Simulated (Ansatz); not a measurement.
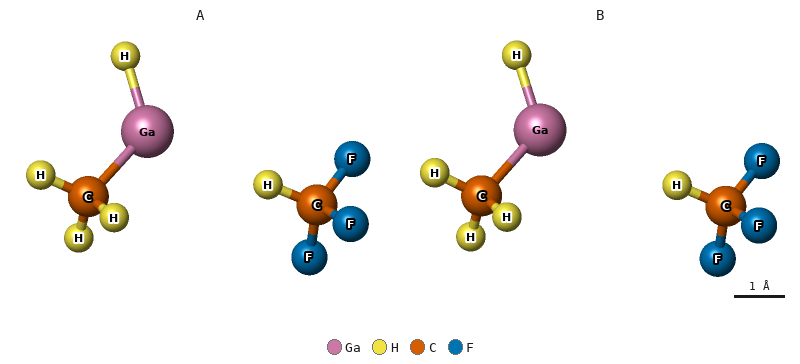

Two geometries of C2H5F3Ga (multiplicity 2), drawn at one scale. One is the start of a relaxation, the other its converged end. A ball-and-stick model, seen at a tilt.

Method: UKS PBE/def2-SVP (Ansatz 0.2.0). Settings: collinear spin; force threshold 0.03 eV/Å; at most 50 steps.

Which of the two is the end point?

Structure B is the relaxed one. The run prepares an end point of a later path (reaction) calculation, from a guessed geometry. After 3 geometry steps the energy has fallen by 1.41 kJ/mol. The largest force component goes from 0.19 to 0.01 eV/Å. An F atom moves most after the best rigid fit: 0.21 Å. By element the largest moves are F 0.21 Å, H 0.20 Å, C 0.19 Å, Ga 0.16 Å. Near-neighbour distances that change, for instance: Ga–H 1.621 → 1.616 Å. Among the angles between lasting bonds that change: Ga–C–H 113.3° → 110.9°.

Limits of the set-up: the start holds two separate molecules, 2.8 Å apart at their closest, whose relative position is a soft coordinate and is computed without a dispersion correction.
